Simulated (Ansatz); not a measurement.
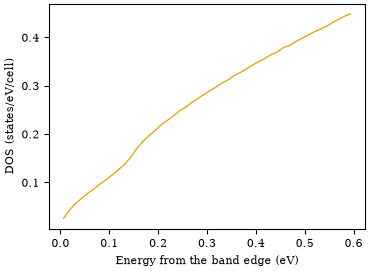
Figure. Density of states of Si (Fd-3m) above the conduction band minimum, r2SCAN with spin-orbit coupling, rigid bands (Ansatz, a quantum-chemistry and plane-wave program); cell volume 40.3 Å³.

Question: What effective density of states at 300 K does this give (∫ g(E) exp(−E/k_BT) dE, both spins, divided by the cell's size)?

Answer: 3.0e19 cm⁻³, a density-of-states mass of 1.13 mₑ, valleys and band degeneracy included.

Geometry: cell and atoms relaxed with r2SCAN.
